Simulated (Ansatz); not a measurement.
Calibrating PBE0-D4/def2-TZVPP on molecular compounds of Sn

The vertical ionisation energy (cation less neutral) in eV of 6 molecular compounds of Sn: x at PBE0-D4/def2-TZVPP, y at CCSD(T)/def2-TZVPP. Shapes, held fixed at every level: PBE0-D4/def2-TZVP. Flexible molecules stand in one conformer, not always the lowest. Programs: Ansatz 0.2.0.

| molecule | x (eV) | y (eV) |
| --- | --- | --- |
| Sn(CH3)4 (tetramethyltin) | 9.44 | 9.72 |
| SiH3(SnH3) | 10.00 | 10.09 |
| C2H6F2O2Sn (SMILES C[O][Sn]([F])([F])[O]C) | 10.47 | 11.02 |
| SnH3(CF3) | 11.04 | ? |
| Sn(CN)4 | 12.90 | 13.88 |
| Sn(CN)F3 | 13.73 | 14.11 |

Task: Fit y = c + s·x to the known rows and predict y for SnH3(CF3).

Result: 
1. Means of the 5 rows: x = 11.3080, y = 11.764.
2. Σ(Δx)² = 14.303, Σ(Δx·Δy) = 15.682, so the slope is 15.682/14.303 = 1.0964.
3. Intercept: 11.764 − (1.0964) × 11.3080 = -0.634. The largest residual of the fit is 0.37.
4. SnH3(CF3): -0.634 + 1.0964 × 11.04 = 11.47 eV.

CCSD(T)/def2-TZVPP gives 11.24 eV, so the prediction is off by +0.23 eV, within the largest residual. Uncorrected, PBE0-D4/def2-TZVPP misses it by -0.20 eV, and the other rows by 0.46 on average. The line makes this one worse. Left out in turn, the other rows are missed by 0.40 eV on average, hardly better than no correction. Cations run unrestricted. For atoms past krypton def2 sets carry core potentials with scalar relativity. Outer-core shells of Sn are correlated, in sets that cover them unevenly.

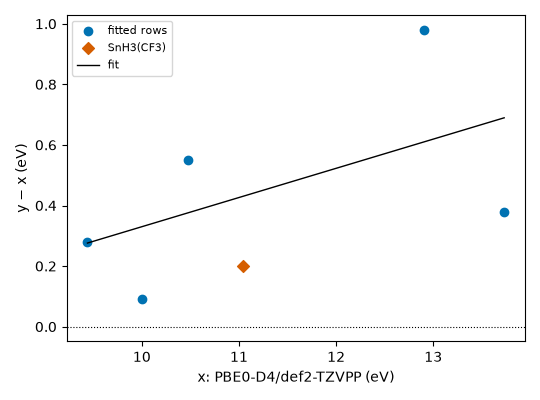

The correction y − x against x, with the fitted line and the withheld molecule.
